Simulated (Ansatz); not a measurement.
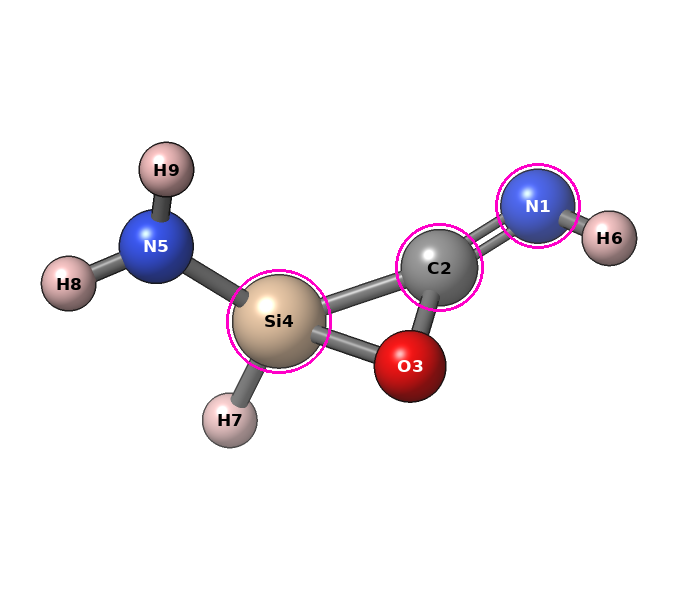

Distant atoms are faded towards the background colour. Circles mark the stereogenic atoms. The computed structure is the end point of a PBE-D4/def2-SVP optimisation. No frequency run is at hand to confirm it as a minimum.

### Give the R/S and E/Z labels.

Si4: R (priorities O3 > N5 > C2 > H7); N1=C2: E.

### Write the isomeric SMILES.

[H]/N=C1\O[Si@H]1N
